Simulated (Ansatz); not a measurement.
```yaml
atoms:
  - { symbol: Ti, position_ang: [0.1964, 0.0000, -0.1014] }
  - { symbol: F, position_ang: [0.1142, 0.0000, 1.6882] }
  - { symbol: F, position_ang: [1.8596, 0.0000, -0.5413] }
  - { symbol: F, position_ang: [-0.5094, 1.4174, -0.7720] }
  - { symbol: F, position_ang: [-0.5094, -1.4174, -0.7720] }
  - { symbol: Cl, position_ang: [-3.0076, 0.0000, 1.4675] }
  - { symbol: H, position_ang: [-1.9307, 0.0000, 2.2496] }
```

Not at a stationary point (largest force 1.2 eV/Å).

Computed with RKS PBE0/def2-SVP (Ansatz).

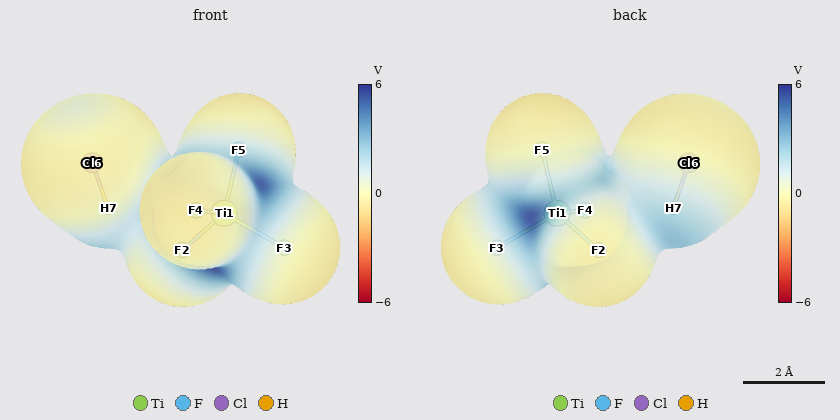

F$_{4}$Ti···HCl. The electrostatic potential painted on the density surface at 0.004 e/bohr³, seen from the front and from behind; the colour scale runs from red (negative) to blue (positive).

Q: Which sites attract a positive test charge, and which a negative one?

A: A positive charge is drawn to the negative regions and a negative charge to the positive ones. The most negative region (about −0.6 V, or −14 kcal/mol for a unit charge) lies over F4 and F5, the most positive (about +5.2 V, or +120 kcal/mol for a unit charge) over Ti1. Cl6 shows a σ-hole: about +0.7 V, or +16 kcal/mol for a unit charge at the tip opposite its bond, against about 0.0 V on its flanks.
